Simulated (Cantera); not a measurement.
Feed: 1 mol Si2H6, 6.4 mol NO, a varied amount of H2, held at 923.15 K and 140 Pa.

Cantera equilibrium calculation (NASA polynomials, part measured and part estimated; ideal gas, pure solids and liquids). Candidate condensed phases: H2O, Si, SiO2, Si2N2O, Si3N4; 35 gas species. The feed counts by its element totals alone. Rates play no part.

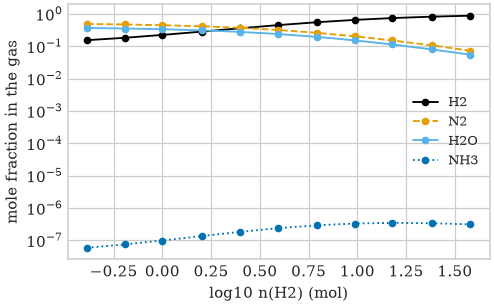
Figure: Equilibrium gas composition (values under 1e-9 drawn at 1e-9)

Question: Read off the mole fractions at 15 mol H2.

Answer: H2 about 0.74, N2 about 0.15, H2O about 0.11, NH3 about 3.5e-7.
